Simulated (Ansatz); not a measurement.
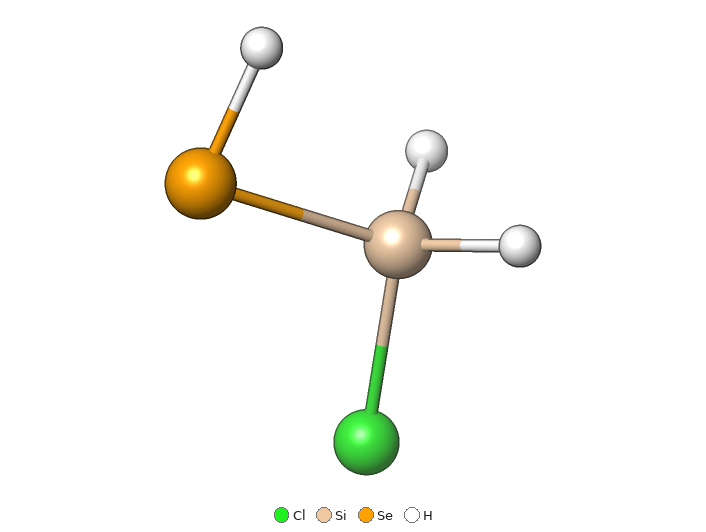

The geometry was computed by an optimisation with PBE-D4/def2-SVP. No frequency run is at hand to confirm it as a minimum.

Give the structural formula.

SMILES: Cl[SiH2][SeH]

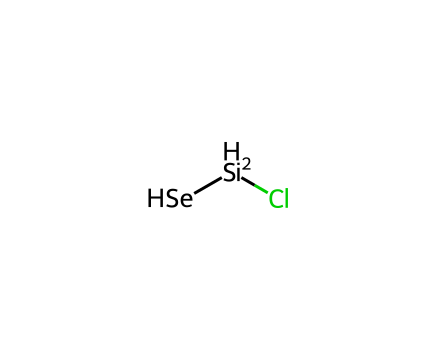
